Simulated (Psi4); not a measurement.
# SiHOF2 (SMILES O[Si](F)F) at UBLYP/6-311+G(d,p)

Aim: the vertical doublet–quartet gap of SiHOF2 at UBLYP/6-311+G**, from 2 runs. 

Program for the calculation: Psi4 1.11.

1 further run of the same task is left out (set aside as unsound or not needed).

## (1) The molecule

The species is SiHOF2 (5 atoms), meant as a doublet with charge 0. As SMILES, `O[Si](F)F`. The coordinates come from a PBE0-D4/def2-TZVP relaxation. This is one conformer, not always the lowest.

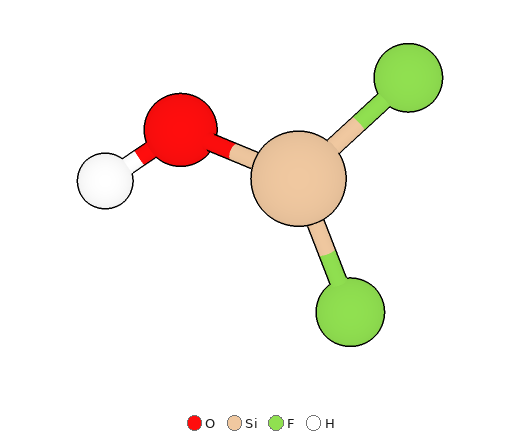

Viewed from a chosen angle; oxygen red, silicon light orange, fluorine green, hydrogen white.

## (2) Energy and gradient at UBLYP/6-311+G(d,p)

job.dat reads:

```
memory 1.6 GB

molecule {
  0 2
  O
  Si 1 r2
  F 2 r3 1 a3
  F 2 r4 3 a4 1 d4
  H 1 r5 2 a5 3 d5

  r2 = 1.626887
  r3 = 1.583928
  a3 = 105.62012
  r4 = 1.592032
  a4 = 107.40597
  d4 = 118.49372
  r5 = 0.95927
  a5 = 118.48451
  d5 = 177.35451
  units angstrom
  symmetry c1
}

set {
  basis                6-311+G**
  reference            uks
  puream               true
  e_convergence        1e-09
  d_convergence        1e-08
  scf_type             pk
  dft_radial_points    99
  dft_spherical_points 590
  maxiter              200
}

e_tot, wfn = gradient("blyp", return_wfn=True)
oeprop(wfn, "MULLIKEN_CHARGES", "DIPOLE", "QUADRUPOLE")
```

Run with:

```sh
$ psi4 -i job.dat -o job.out -n 1
```

job.out:

```text
[...]
  Running in c1 symmetry.
[...]
  Nuclear repulsion =  177.109291194764381
[...]
  Multiplicity = 2
[...]
  Nalpha       = 21
  Nbeta        = 20
[...]
    Number of basis functions: 102
[...]
   @UKS iter   1:  -564.82806271084291   -6.05748e-02   1.06666e-02 ADIIS/DIIS
[...]
   @UKS iter  13:  -565.19618018612312   -2.50111e-12   2.69774e-09 DIIS
[...]
   @S^2 Observed:                7.510212790E-01
[...]
  @UKS Final Energy:  -565.19618018612312
   => Energetics <=
    Nuclear Repulsion Energy =            177.1092911947643813
    One-Electron Energy =               -1136.5231851566391015
    Two-Electron Energy =                 445.1620447199406954
    DFT Exchange-Correlation Energy =     -50.9443309441891685
    Empirical Dispersion Energy =           0.0000000000000000
    VV10 Nonlocal Energy =                  0.0000000000000000
    Total Energy =                       -565.1961801861231152
[...]
  -Total Gradient:
     Atom            X                  Y                   Z
    ------   -----------------  -----------------  -----------------
       1       -0.000380706169     0.008093710498     0.017557508431
       2       -0.026673564732    -0.015890518058    -0.004994818866
       3       -0.000301527148     0.030910940048    -0.008761192263
       4        0.027093584793    -0.013527356272    -0.011624350187
       5        0.000315275774    -0.009573026855     0.007796320389
[...]
 Multipole Moments:
 ------------------------------------------------------------------------------------
     Multipole            Electronic (a.u.)      Nuclear  (a.u.)        Total (a.u.)
 ------------------------------------------------------------------------------------
 L = 1.  Multiply by 2.5417464519 to convert [e a0] to [Debye]
 Dipole X            :         -0.5809707            0.9405304            0.3595597
 Dipole Y            :         -0.6077824            1.4371550            0.8293726
 Dipole Z            :          2.5679615           -3.0038956           -0.4359341
 Magnitude           :                                                    1.0035838
 L = 2.  Multiply by 1.3450342976 to convert [e a0^2] to [Debye ang]
 Quadrupole XX       :        -66.6257249           44.6596288          -21.9660960
 Quadrupole XY       :         36.8239508          -35.4907670            1.3331838
[...]
  Mulliken Charges: (a.u.)
   Center  Symbol    Alpha    Beta     Spin     Total
       1     O     4.23233  4.25707 -0.02474 -0.48940
       2    SI     7.17745  6.08094  1.09651  0.74162
       3     F     4.61330  4.64893 -0.03563 -0.26223
       4     F     4.60929  4.65075 -0.04146 -0.26004
       5     H     0.36762  0.36231  0.00531  0.27006
   Total alpha = 21.00000, Total beta = 20.00000, Total charge = -0.00000
    Psi4 run time: 0:00:18.33
```

Run time: 20 s. Hardware: 1 thread of Intel Xeon Platinum 8559C (Emerald Rapids), shared host; peak memory 0.73 GiB.

## (3) The quartet: a single-point energy at UBLYP/6-311+G(d,p)

f2hosi.in reads:

```
memory 1600 MB

molecule system {
  0 4
  O      0.27363234     2.05583305    -0.40459036
  Si    -0.16421720    -0.69126182     0.90442292
  F      2.57399595    -1.76500420     1.45981343
  F     -1.50611172    -2.59138143    -1.00344457
  H     -1.17748835     2.99181440    -0.95620142
  units bohr
  symmetry c1
}

set {
  reference            uks
  puream               true
  e_convergence        1e-09
  d_convergence        1e-08
  scf_type             pk
  dft_radial_points    99
  dft_spherical_points 590
  maxiter              200
}

result, w = energy('blyp/6-311+G**', return_wfn=True)
oeprop(w, 'WIBERG_LOWDIN_INDICES', 'MAYER_INDICES', 'DIPOLE', title='BLYP')
```

Run with:

```sh
$ psi4 f2hosi.in f2hosi.out -n 1
```

f2hosi.out:

```text
[...]
  Running in c1 symmetry.
[...]
  Nuclear repulsion =  177.109287805460980
[...]
  Multiplicity = 4
[...]
  Nalpha       = 22
  Nbeta        = 19
[...]
    Number of basis functions: 102
[...]
   @UKS iter   1:  -564.51080473777938    2.56684e-01   9.48748e-03 DIIS/ADIIS
[...]
   @UKS iter  16:  -564.88900302120021   -4.77485e-12   7.56501e-09 DIIS
[...]
   @S^2 Observed:                3.752919592E+00
[...]
    Orbital Energies [Eh]
    ---------------------
    Alpha Occupied:
       1A    -65.603117     2A    -24.369771     3A    -24.352139
       4A    -18.972998     5A     -5.202034     6A     -3.620823
       7A     -3.619943     8A     -3.619475     9A     -1.184438
      10A     -1.161858    11A     -1.100662    12A     -0.649102
      13A     -0.556664    14A     -0.523407    15A     -0.505697
      16A     -0.492692    17A     -0.467785    18A     -0.466106
      19A     -0.443832    20A     -0.434692    21A     -0.265953
      22A     -0.074496
    Alpha Virtual:
      23A     -0.043129    24A     -0.036586    25A     -0.001550
[...]
  @UKS Final Energy:  -564.88900302120021
   => Energetics <=
    Nuclear Repulsion Energy =            177.1092878054609798
    One-Electron Energy =               -1133.3457384421801635
    Two-Electron Energy =                 442.1551405892467415
    DFT Exchange-Correlation Energy =     -50.8076929737276970
    Empirical Dispersion Energy =           0.0000000000000000
    VV10 Nonlocal Energy =                  0.0000000000000000
    Total Energy =                       -564.8890030212002102
[...]
 Multipole Moments:
 ------------------------------------------------------------------------------------
     Multipole            Electronic (a.u.)      Nuclear  (a.u.)        Total (a.u.)
 ------------------------------------------------------------------------------------
 L = 1.  Multiply by 2.5417464519 to convert [e a0] to [Debye]
 Dipole X            :          1.4076345           -1.0073125            0.4003221
 Dipole Y            :         -3.7164284            3.2666125           -0.4498159
 Dipole Z            :          1.1125635           -0.5366228            0.5759407
 Magnitude           :                                                    0.8332466
[...]
```

Wall time 17 s (1 thread of Intel Xeon Platinum 8559C (Emerald Rapids), shared host); peak memory 0.73 GiB.

## (4) Outcome

Level: UBLYP/6-311+G**.

| quantity | value |
| --- | --- |
| doublet: total energy | -565.19618 Eh |
| doublet: dipole moment | 2.55 D |
| doublet: HOMO energy (highest over α and β) | -5.81 eV |
| doublet: LUMO energy (lowest over α and β) | -4.19 eV |
| doublet: ⟨S²⟩ | 0.751 |
| doublet: largest force on an atom | 1.668 eV/Å |
| quartet: total energy | -564.88900 Eh |
| quartet: dipole moment | 2.12 D |
| quartet: HOMO energy (highest over α and β) | -2.03 eV |
| quartet: ⟨S²⟩ | 3.753 |
| vertical energy of the quartet above the doublet | 8.359 eV |

What this shows: At this shape the quartet lies 8.36 eV (806 kJ/mol) above the doublet. The largest force (doublet) is 1.67 eV/Å: the shape isn't a stationary point for this species at this level. Mulliken charges (doublet) run from -0.49 on O1 to +0.74 on Si2; in a basis this large or diffuse they mean little.
